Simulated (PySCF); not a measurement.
# Two runs on H$_{2}$O

System: H$_{2}$O, SMILES O.
Method of the first run: TDDFT CAM-B3LYP/def2-TZVPD, vertical, IEF-PCM water (non-equilibrium linear response), core orbitals frozen in the response (PySCF 2.14.0).

The geometry comes from this level: PBE0-D3(BJ)/def2-TZVP. Text and figures count atoms from 1; the logs count them from 0 in places.

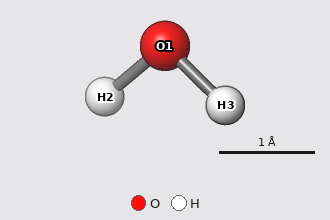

Fig. 1: The input geometry (ball-and-stick view, seen at a tilt; atoms are numbered from 1 in the order of the input). Bond lengths as drawn: H–O 0.96 Å.

### Input file, the first run
```
{"job": {"kind": "uv", "xc": "CAM-B3LYP", "basis": "def2-TZVPD", "nstates": 12, "ntriplets": 4, "solvent": "water"}, "charge": 0, "multiplicity": 1}
O      0.002123     0.073376    -0.000587
H     -0.775385    -0.488797    -0.001020
H      0.747022    -0.531249     0.009168
```

The first line tells a small driver script what to run in PySCF; the rest is the geometry in Å.

Hardware: 2 threads of Arm Neoverse V1, 24 GiB of memory available, shared host.

### Output (the first run)
```
coarse grid: 2328 points
cycle   1  E = -76.3815957281  dE = -5.435e-02  |g| = 6.273e-01  |ddm| = 9.007e-01
cycle   2  E = -76.3423918407  dE =  3.920e-02  |g| = 8.082e-01  |ddm| = 5.722e-01
cycle   3  E = -76.4497901742  dE = -1.074e-01  |g| = 2.571e-02  |ddm| = 3.083e-01
cycle   4  E = -76.4498944196  dE = -1.042e-04  |g| = 3.631e-03  |ddm| = 1.345e-02
cycle   5  E = -76.4498976233  dE = -3.204e-06  |g| = 7.364e-04  |ddm| = 2.779e-03
final grid: 21952 points
cycle   6  E = -76.4487247281  dE = -1.309e-05  |g| = 1.455e-03  |ddm| = 9.805e-03
cycle   7  E = -76.4487247843  dE = -5.617e-08  |g| = 1.440e-03  |ddm| = 1.185e-03
cycle   8  E = -76.4487250961  dE = -3.118e-07  |g| = 2.102e-04  |ddm| = 6.088e-04
cycle   9  E = -76.4487251054  dE = -9.312e-09  |g| = 2.975e-05  |ddm| = 1.151e-04
cycle  10  E = -76.4487251057  dE = -3.172e-10  |g| = 3.768e-06  |ddm| = 3.172e-05
converged SCF energy = -76.4487251057

Static polarisability (au): isotropic 11.480, principal 11.324 11.501 11.615

Singlet excitations
state   eV       nm        f      main configurations
  1   7.7484    160.0   0.07124   H->L 0.98
  2   9.4334    131.4   0.00000   H->L+1 0.95
  3   9.7369    127.3   0.00322   H->L+2 0.97
  4   9.7617    127.0   0.10409   H-1->L 0.85, H->L+3 0.12
  5  10.1530    122.1   0.00970   H->L+3 0.83, H-1->L 0.12
  6  11.5169    107.7   0.00325   H-1->L+1 0.96
  7  11.5188    107.6   0.00000   H->L+4 0.94
  8  11.8165    104.9   0.00389   H-1->L+3 0.98
  9  12.0707    102.7   0.01701   H-1->L+2 0.93
 10  12.4041    100.0   0.03710   H->L+5 0.97
 11  13.1966     94.0   0.03884   H->L+6 0.93
 12  13.4280     92.3   0.05650   H->L+7 0.95

Triplet excitations (Tamm-Dancoff, eV): 7.3303 9.2959 9.3851 9.5704
```

For the second run the input was changed thus:
```diff
-"xc": "CAM-B3LYP"
+"xc": "B3LYP"
```

How does the second run compare with the first run?

The total energies belong to different methods, so their difference says nothing on which is more stable or more accurate. The HOMO goes from −10.69 to −8.82 eV. The LUMO goes from 1.07 to 0.14 eV. The dipole moment goes from 2.30 to 2.25 D. The lowest excitation goes from 7.75 to 7.60 eV. The strongest computed line goes from 9.76 to 9.60 eV. The functional changes from CAM-B3LYP to B3LYP. The number of SCF iterations is the same.

### Output (the second run)
```
coarse grid: 2328 points
cycle   1  E = -76.3939458787  dE =  1.523e-03  |g| = 6.981e-01  |ddm| = 9.069e-01
cycle   2  E = -76.2306820280  dE =  1.633e-01  |g| = 1.173e+00  |ddm| = 7.771e-01
cycle   3  E = -76.4777731819  dE = -2.471e-01  |g| = 3.659e-02  |ddm| = 5.056e-01
cycle   4  E = -76.4780383151  dE = -2.651e-04  |g| = 5.723e-03  |ddm| = 2.099e-02
cycle   5  E = -76.4780428293  dE = -4.514e-06  |g| = 9.564e-04  |ddm| = 2.226e-03
final grid: 21952 points
cycle   6  E = -76.4765611982  dE = -1.718e-05  |g| = 1.119e-03  |ddm| = 1.106e-02
cycle   7  E = -76.4765612966  dE = -9.846e-08  |g| = 6.808e-04  |ddm| = 7.783e-04
cycle   8  E = -76.4765613380  dE = -4.138e-08  |g| = 4.410e-04  |ddm| = 4.215e-04
cycle   9  E = -76.4765613699  dE = -3.190e-08  |g| = 3.651e-05  |ddm| = 1.827e-04
cycle  10  E = -76.4765613702  dE = -2.340e-10  |g| = 1.949e-06  |ddm| = 1.918e-05
converged SCF energy = -76.4765613702

Static polarisability (au): isotropic 11.668, principal 11.499 11.740 11.764

Singlet excitations
state   eV       nm        f      main configurations
  1   7.5988    163.2   0.07140   H->L 1.00
  2   9.1956    134.8   0.00000   H->L+1 0.98
  3   9.5089    130.4   0.00340   H->L+2 0.99
  4   9.6033    129.1   0.09461   H-1->L 0.77, H->L+3 0.23
  5   9.8864    125.4   0.01907   H->L+3 0.74, H-1->L 0.22
  6  11.2916    109.8   0.00449   H-1->L+1 0.99
  7  11.3326    109.4   0.00000   H->L+4 0.98
  8  11.5962    106.9   0.00282   H-1->L+3 0.99
  9  11.8530    104.6   0.01759   H-1->L+2 0.94
 10  12.2063    101.6   0.04039   H->L+5 0.99
 11  12.9825     95.5   0.04811   H->L+6 0.95
 12  13.1961     94.0   0.04883   H->L+7 0.99

Triplet excitations (Tamm-Dancoff, eV): 7.2075 9.0701 9.2522 9.3145
```

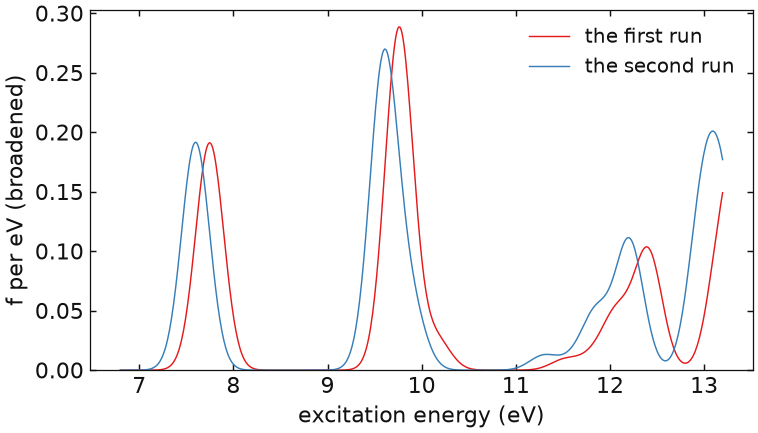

Fig. 2: Absorption of the two runs from their computed states, each broadened by a Gaussian of 0.35 eV full width; the range ends where the shorter list of states ends.

### The two runs side by side

```tsv
quantity	the first run	the second run
outcome	converged	converged
total energy (hartree)	−76.448725	−76.476561
HOMO (eV)	−10.69	−8.82
LUMO (eV)	1.07	0.14
dipole moment (D)	2.30	2.25
lowest excitation (eV)	7.75	7.60
SCF iterations	10	10
strongest computed line (eV)	9.76	9.60
basis functions	58	58
wall time (shared host)	0.8 s	0.7 s
```
